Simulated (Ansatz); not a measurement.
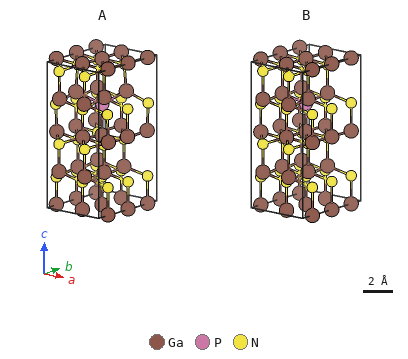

Two geometries of a defect cell of composition Ga24PN23, drawn at one scale. One is the start of a relaxation, the other its converged end. The picture is a ball-and-stick view of the cell of the calculation (origin shifted), seen slightly off an axis.

Computed with DFT, PBE, plane-wave PAW, default files, scalar-relativistic, frozen cores in Ansatz 0.2.0. (plane-wave cutoff 420 eV; k-point mesh 4 × 3 × 3; occupations fermi dirac; smearing width 0.01 eV; no spin polarisation; potentials kind: paw, frozen_core: stored; atoms relaxed in a fixed cell; force threshold 0.02 eV/Å; at most 50 steps)

Which geometry has the lower energy?

Structure A is the relaxed one. The largest move is that of a Ga atom, 0.27 Å along −c. Largest moves by element: Ga 0.27 Å, N 0.11 Å, P 0.06 Å. The cell doesn't change. Among the contacts that change: Ga–P 1.930 → 2.182 Å, Ga–P 1.989 → 2.197 Å, Ga–N 1.989 → 1.924 Å, Ga–N 1.989 → 1.947 Å. Among the angles between lasting bonds that change: Ga–N–Ga 111.0° → 98.3°, P–Ga–N 111.0° → 101.5°, Ga–N–Ga 111.0° → 102.1°. The energy falls by 3.414 eV per cell of the calculation in 4 geometry steps. The largest force component goes from 7.4 to 0.0041 eV/Å.

Limits of the set-up: the periodic images lie only 6.4 Å apart, so the values are limited by the cell's size.
